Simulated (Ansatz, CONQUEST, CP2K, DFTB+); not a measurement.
**Other levels on graphene zigzag nanoribbon, H-capped, B on C sites (72 atoms)**

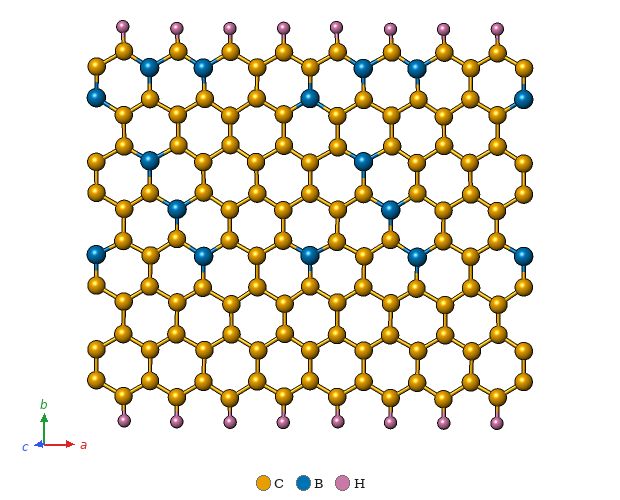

The cell (carbon orange, boron blue, hydrogen pink). 2×1×1 cells are drawn. Some periodic images of atoms are drawn too.

The cell holds 72 atoms: 57 C, 7 B and 8 H. Cell: a = 9.840 Å, b = 27.803 Å, c = 10.000 Å, α = 90.0°, β = 90.0°, γ = 90.0°. It derives from C (graphene). Graphene (a = 2.46 Å), rectangular cell with x along the zigzag direction; strip nominally 18 Å wide, 4 periods, edges capped with H, 10 Å of vacuum, 7 of 64 C replaced by B at random; not relaxed, displaced by a Gaussian of 0.02 Å. Then every atom was moved at random, 0.02 Å r.m.s. a Cartesian component (hydrogen 0.6 of that). Regions: sheet, 64 atoms (57 C and 7 B); hydrogen, 8 atoms (8 H). Vacuum lies along b and c. The structure repeats along a.

Geometry: as built.

The reference, a calculation:

```
method                 : Kohn-Sham DFT, PBE, PAW, plane waves (Ansatz 0.2.0); cutoff 420 eV, Γ point, fermi-dirac smearing of 0.05 eV; PAW set soft_2
r.m.s. force component : 1.984 eV/Å
longest force          : 9.043 eV/Å
SCF cycles             : 20
time                   : 11 s on 4 threads of AMD EPYC 9R45, shared host
CPU time               : 41 s
```

Runs, in no order:
A. CP2K r2SCAN, SCAN potentials, DZVP-UZH(SCAN), 600/50 Ry, diagonalisation: Kohn-Sham DFT, r2SCAN, GTH-SCAN pseudopotentials, Gaussian and plane waves, DZVP-MOLOPT (UZH set), diagonalisation
B. DFTB+ GFN1-xTB: GFN1-xTB tight binding, diagonalisation
C. CP2K PBE, DZVP-MOLOPT (SR for B), 450/50 Ry, diagonalisation: Kohn-Sham DFT, PBE, GTH-PBE pseudopotentials, Gaussian and plane waves, DZVP-MOLOPT-GTH, diagonalisation

Q: Order them from the smallest to the largest r.m.s. force difference.

C, A, B.

```csv
run,"Δ force, r.m.s. (meV/Å)",share of r.m.s. force (%),CPU time
"C. CP2K PBE, DZVP-MOLOPT (SR for B), 450/50 Ry, diagonalisation",71.2,3.59,17 min
"A. CP2K r2SCAN, SCAN potentials, DZVP-UZH(SCAN), 600/50 Ry, diagonalisation",152,7.66,11 min
B. DFTB+ GFN1-xTB,327,16.5,0.99 s
```

Periodic xTB results under one method name differ between programs and library versions (DFTB+ here holds tblite 0.3). The electron count is odd in these runs, and they have no spin polarisation, so the unpaired electron is spread evenly over both spins. The runs have no spin polarisation, so any moments at edges, vacancies or dangling bonds can't form. The electron count is odd and the run has no spin polarisation, so levels at the top are partly filled by construction. The electronic-structure runs sample only Γ, in a cell whose periodic width is 10 Å, which is coarse for a cell with partly filled levels.

[Logs are printed without paths, hosts, clocks, repeated set-up lines and the standing remarks that a program may print on its own settings, such as how far it seeks lower states.]

[Hosts, paths, dates, database ids (printed as entryN), source tags and the programs' standing remarks are cut or masked in the printed files.]
